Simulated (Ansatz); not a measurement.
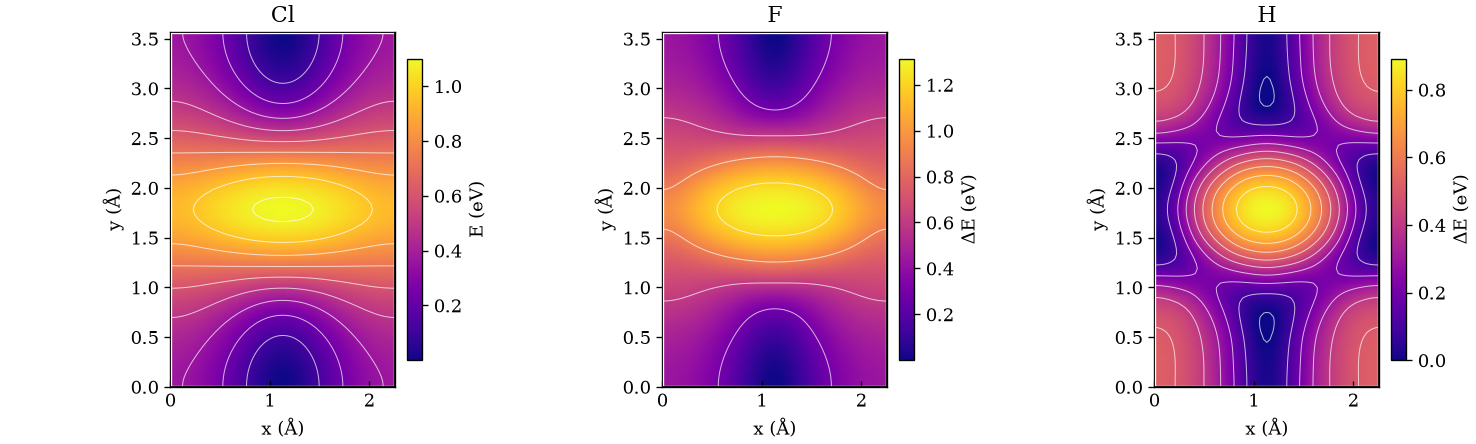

Three maps of one series, each from its own lowest grid point and on its own colour scale; the adsorbate changes from map to map. Adsorbates on a Be(100) slab cut from the P6_3/mmc phase, its upper half relaxed before the scan (24 atoms of substrate and one adsorbate in a 2 × 2 cell). 
- The adsorbate is moved over the surface cell; relaxed at each place: the height of the adsorbate's atoms; substrate rigid; the origin of the map has the adsorbate above Be21.
- Places are given modulo a cell vector. The map is drawn in real space over the plane of the surface.
- Grid: 6 × 8 points.
- Places are given in fractions of the 1 × 1 surface cell.
- Energies are in eV, from the lowest grid point.
- The runs have no spin polarisation; a magnetic state may lie lower.
- Level of theory: Ansatz 0.2.0, DFT PBE, scalar-relativistic, plane waves, PAW. Settings: cutoff 420 eV, k-mesh 6×4×1, gaussian smearing 0.1 eV, no spin polarisation.

Drawn: a smooth colour map with a few white contour lines, the outline of one cell of the plane. Between grid points the surface is interpolated.

The span runs from the lowest to the highest grid point.

| adsorbate | lowest grid point | span (eV) | height there (Å) |
| --- | --- | --- | --- |
| Cl | a bridge site between two Be atoms, over a third-layer Be atom | 1.10 | 1.78 |
| F | a bridge site between two Be atoms, over a third-layer Be atom | 1.31 | 1.23 |
| H | (3/6, 1/8) of the cell vectors | 0.89 | 0.92 |

One more map of the series was computed, for the adsorbate N. What do you expect for it?

Answer. The computed span is 3.40 eV, the largest of the series. The lowest grid point is the trough between two rows of top atoms, unlike the other maps. The height there is 0.71 Å.

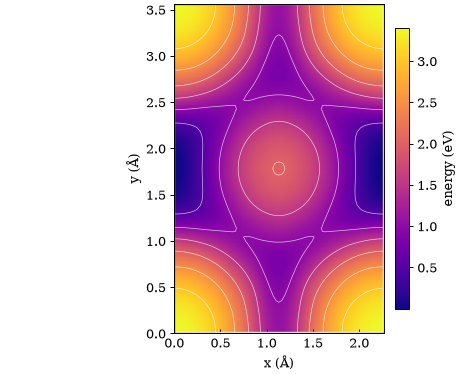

The map for N.
